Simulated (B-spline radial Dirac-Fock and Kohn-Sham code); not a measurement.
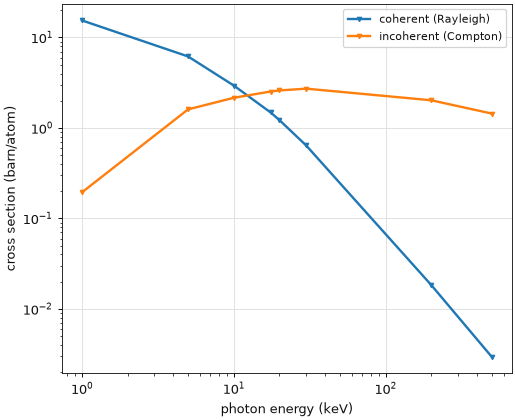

Fig. 1. Coherent and incoherent photon scattering cross sections against photon energy, computed at the marked points and joined by straight lines. It refers to C⁺ ([He] 2s2 2p1). Computed with a B-spline radial atomic code: Thomson × f² and Klein–Nishina × S on Dirac–Fock densities, without anomalous dispersion.

Summarise the result.

Coherent scattering falls from 15.4 b at 1.00 keV to 0.00297 b at 500 keV. Incoherent scattering is largest at 30.0 keV among the points computed (2.72 b), and it overtakes the coherent part between 10.0 keV and 17.5 keV.
